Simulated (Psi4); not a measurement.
# HF/cc-pVDZ (sweep point 5) run of BCl2F (SMILES FB(Cl)Cl)

Aim: the vertical ionisation energy of BCl2F at HF/cc-pVDZ (sweep point 5), from 2 runs. 

The calculation is run with Psi4 1.11.

4 further runs of the same task are left out: 4 set aside as unsound or not needed.

### 1 The system as given

BCl2F: 4 atoms, total charge 0, spin state singlet. As SMILES, `FB(Cl)Cl`. Geometry: relaxed at PBE0-D4/def2-TZVP.

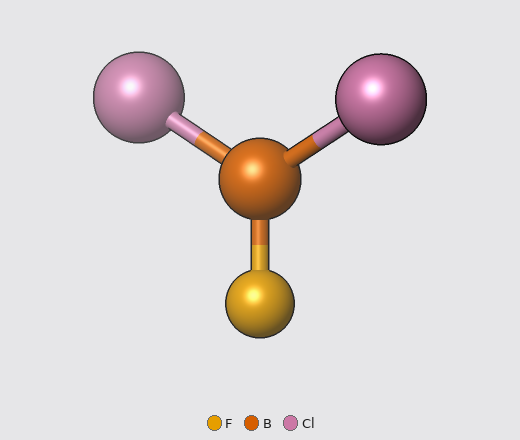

The structure, seen from a chosen angle (fluorine amber, boron orange, chlorine pink).

### 2 The energy at HF/cc-pVDZ (sweep point 5)

The input, job.dat:

```
memory 1.6 GB

molecule geom {
  F      0.21612798    -2.20213565    -1.47623515
  B      0.01494773    -0.15233082    -0.10212080
  Cl    -2.92820622     0.70634183     1.07982730
  Cl     2.69713051     1.64810574     0.49852865
  units bohr
  symmetry c1
}

set basis cc-pVDZ
set puream true
set scf_type pk
set d_convergence 1e-06
set e_convergence 1e-06

e_tot, wfn = energy('scf', return_wfn=True)
```

Launch:

```
$ psi4 -n 1 job.dat job.out
```

job.out:

```text
[...]
  Running in c1 symmetry.
[...]
  Nuclear repulsion =  181.669072837694472
[...]
  Multiplicity = 1
[...]
  Nalpha       = 24
  Nbeta        = 24
[...]
    Number of basis functions: 64
[...]
   @RHF iter   1: -1043.23671558547312   -3.66520e-01   4.93706e-03 DIIS/ADIIS
[...]
   @RHF iter   8: -1043.28276335389296   -2.57414e-08   5.24444e-07 DIIS
[...]
    Orbital Energies [Eh]
    ---------------------
    Doubly Occupied:
       1A   -104.856666     2A   -104.856665     3A    -26.346772
       4A    -10.585682     5A    -10.585662     6A     -8.052926
       7A     -8.052924     8A     -8.050352     9A     -8.050351
      10A     -8.049947    11A     -8.049946    12A     -7.790929
      13A     -1.664902    14A     -1.162017    15A     -1.123928
      16A     -0.819703    17A     -0.735852    18A     -0.717336
      19A     -0.664276    20A     -0.563599    21A     -0.524173
      22A     -0.511842    23A     -0.484881    24A     -0.470614
[...]
  @RHF Final Energy: -1043.28276335389296
   => Energetics <=
    Nuclear Repulsion Energy =            181.6690728376944719
    One-Electron Energy =               -1804.3597007635678438
    Two-Electron Energy =                 579.4078645719804399
    Total Energy =                      -1043.2827633538927330
[...]
 Multipole Moments:
 ------------------------------------------------------------------------------------
     Multipole            Electronic (a.u.)      Nuclear  (a.u.)        Total (a.u.)
 ------------------------------------------------------------------------------------
 L = 1.  Multiply by 2.5417464519 to convert [e a0] to [Debye]
 Dipole X            :          0.0711919           -0.0786930           -0.0075010
 Dipole Y            :         -0.7254049            0.8018151            0.0764102
 Dipole Z            :         -0.4862960            0.5375133            0.0512174
 Magnitude           :                                                    0.0922930
[...]
```

Run time: 7.5 s. Hardware: 1 thread of Intel Xeon at 2.70GHz, shared host; peak memory 0.3 GiB.

### 3 The doublet cation at the same level

The input, bcl2f.dat:

```
memory 1.6 GB

molecule {
  1 2
  F      0.21612798    -2.20213565    -1.47623515
  B      0.01494773    -0.15233082    -0.10212080
  Cl    -2.92820622     0.70634183     1.07982730
  Cl     2.69713051     1.64810574     0.49852865
  units au
  symmetry c1
}

set basis cc-pVDZ
set reference uhf
set puream true
set scf_type pk
set d_convergence 1e-06
set e_convergence 1e-06
set maxiter 100

energy_value, wavefunction = energy('hf', return_wfn=True)
```

Launch:

```
$ psi4 bcl2f.dat bcl2f.out -n 1
```

bcl2f.out:

```text
[...]
  Running in c1 symmetry.
[...]
  Nuclear repulsion =  181.669072837694472
[...]
  Multiplicity = 2
[...]
  Nalpha       = 24
  Nbeta        = 23
[...]
    Number of basis functions: 64
[...]
   @UHF iter   1: -1042.77262745604480    9.75679e-02   5.63686e-03 ADIIS/DIIS
[...]
   @UHF iter  11: -1042.84581258315575   -2.84838e-08   3.65799e-07 DIIS
[...]
   @S^2 Observed:                7.817327578E-01
[...]
    Orbital Energies [Eh]
    ---------------------
    Alpha Occupied:
       1A   -105.179386     2A   -105.179385     3A    -26.565994
       4A    -10.904318     5A    -10.904299     6A     -8.381719
       7A     -8.381717     8A     -8.367555     9A     -8.367553
      10A     -8.365497    11A     -8.365495    12A     -8.043943
      13A     -1.879505    14A     -1.470326    15A     -1.435912
      16A     -1.040269    17A     -0.964506    18A     -0.949058
      19A     -0.929537    20A     -0.833449    21A     -0.822571
      22A     -0.801566    23A     -0.799961    24A     -0.772157
    Alpha Virtual:
      25A     -0.120801    26A     -0.037311    27A      0.063689
[...]
  @UHF Final Energy: -1042.84581258315575
   => Energetics <=
    Nuclear Repulsion Energy =            181.6690728376944719
    One-Electron Energy =               -1790.8973328065067108
    Two-Electron Energy =                 566.3824473856564055
    Total Energy =                      -1042.8458125831557481
  UHF NO Occupations:
  HONO-2 :   22  A 1.9988070
  HONO-1 :   23  A 1.9866670
[...]
 Multipole Moments:
 ------------------------------------------------------------------------------------
     Multipole            Electronic (a.u.)      Nuclear  (a.u.)        Total (a.u.)
 ------------------------------------------------------------------------------------
 L = 1.  Multiply by 2.5417464519 to convert [e a0] to [Debye]
 Dipole X            :          0.0213955           -0.0786930           -0.0572975
 Dipole Y            :         -0.2178949            0.8018151            0.5839203
 Dipole Z            :         -0.1460809            0.5375133            0.3914324
 Magnitude           :                                                    0.7053122
[...]
```

Wall time 9.3 s (1 thread of Intel Xeon at 2.70GHz, shared host); peak memory 0.3 GiB.

### 4 Results

Level: HF/cc-pVDZ (sweep point 5).

| quantity | value |
| --- | --- |
| singlet BCl2F: total energy | -1043.28276 Eh |
| singlet BCl2F: dipole moment | 0.23 D |
| singlet BCl2F: HOMO energy | -12.81 eV |
| singlet BCl2F: LUMO energy | 3.12 eV |
| singlet BCl2F: HOMO–LUMO gap | 15.93 eV |
| doublet cation: total energy | -1042.84581 Eh |
| doublet cation: HOMO energy (highest over α and β) | -18.04 eV |
| doublet cation: LUMO energy (lowest over α and β) | -10.96 eV |
| doublet cation: ⟨S²⟩ | 0.782 |
| vertical ionisation energy (to the doublet cation) | 11.890 eV |

**Reading.** The vertical ionisation energy comes to 11.89 eV (1147 kJ/mol). The negative HOMO energy of the first species, 12.81 eV, lies 0.92 eV above that difference.
